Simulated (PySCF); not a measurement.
**C5H12SSi (SMILES CC[Si]1(SC)CC1): density, localisation and related maps**

The calculation's input:

```
{"job": {"kind": "nmr", "xc": "PBE0", "basis": "pcSseg-1"}, "charge": 0, "multiplicity": 1}
C     -2.470360    -1.205034    -0.489763
C     -1.014033    -1.532475    -0.783733
Si     0.176810    -0.256716    -0.056575
S      2.207986    -0.849773    -0.462562
C      3.126882     0.541937     0.259375
C     -0.255718     1.569240     0.134706
C     -0.220765     0.778365     1.469395
H     -2.649144    -1.179523     0.582106
H     -3.127365    -1.953790    -0.928308
H     -2.737077    -0.235275    -0.901792
H     -0.861996    -1.590555    -1.862070
H     -0.771742    -2.517226    -0.383225
H      2.903792     0.616682     1.318039
H      2.861943     1.459397    -0.255062
H      4.180159     0.325678     0.114355
H      0.493222     2.342894     0.034384
H     -1.228629     1.937776    -0.157437
H     -1.172734     0.677361     1.970879
H      0.548966     1.080287     2.166362
```

Command:

```sh
OMP_NUM_THREADS=1 python probes_run.py task.json out
```

Geometry: GFN2-xTB.

The calculation used PBE0/pcSseg-1, SCF density, gas phase, non-relativistic (PySCF).

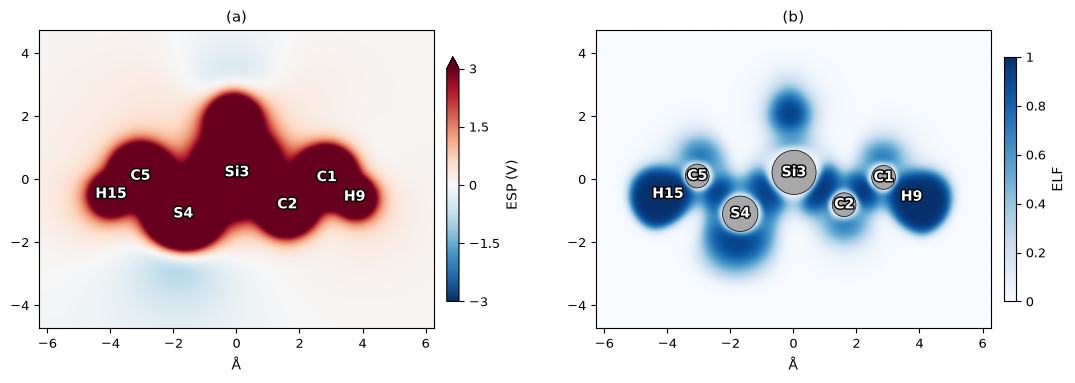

Figure 1. (a) electrostatic potential; (b) ELF on the plane of atoms C2, C1 and H9. Grey discs cover the atomic cores in the ELF map.

Question: Describe what can be read from this map.

Answer: Atoms in the plane: C, Si, S and H. C–C (1.52 Å): the ELF peaks at about 0.95 between the atoms; localised, covalent bonding. C–S (1.82 Å): the ELF peaks at about 0.90 between the atoms, as expected for localised, covalent bonding. C–Si (1.89 Å): the ELF peaks at about 0.95 between the atoms; localised, covalent bonding. Si–S (2.15 Å): the ELF peaks at about 0.95 between the atoms, as expected for a shared electron pair. C–H (1.09 Å): the ELF climbs to about 1 towards the hydrogen, as it does in any bond to H: a covalent bond by its length. The ELF also peaks beside S4, away from the bonds: lone-pair regions. Outside the dense part of the molecule the potential is most negative (−0.8 V) near S4.

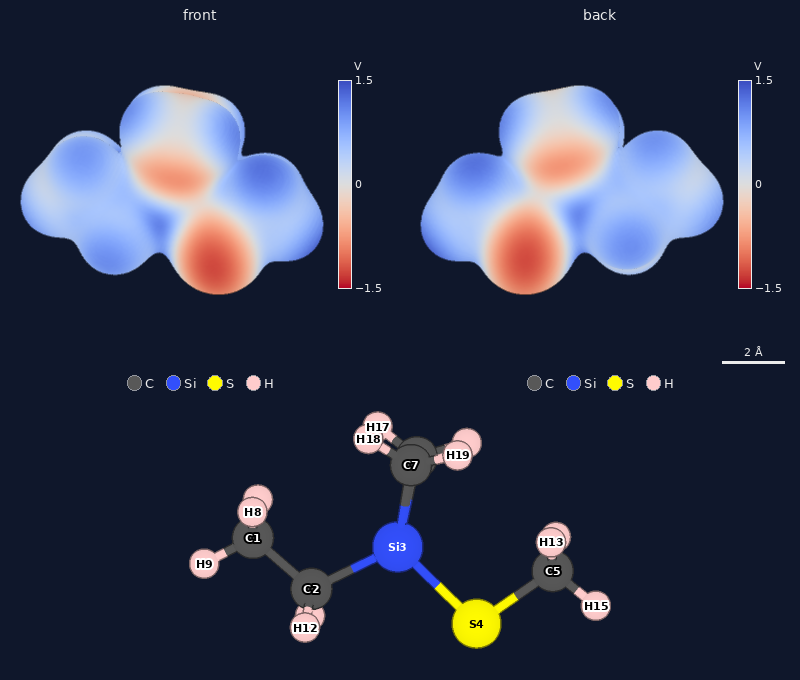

Figure 2. The electrostatic potential painted on the density surface at 0.004 e/bohr³, seen from the front and from behind; red is negative and blue positive. The bare structure is drawn below in the same view.

Question: Where is the surface potential most negative and most positive?

Answer: The most negative region (about −1.2 V, or −28 kcal/mol for a unit charge) lies over S4, the most positive (about +1.2 V, or +28 kcal/mol for a unit charge) over the C, H and Si atoms.
